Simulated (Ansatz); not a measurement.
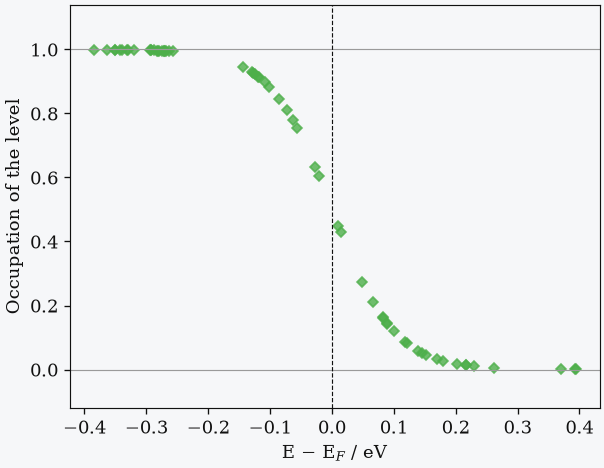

Occupations of the one-electron levels of the k mesh against their energy, from a run on LiRh12 (defect cell), 13 atoms in the cell, with Ansatz.

**Name the smearing function and its width.**

Fermi-Dirac smearing with a width of 0.05 eV. The occupations stay between 0 and 1 and have long exponential tails; the slope at the Fermi level is 1/(4 × width).
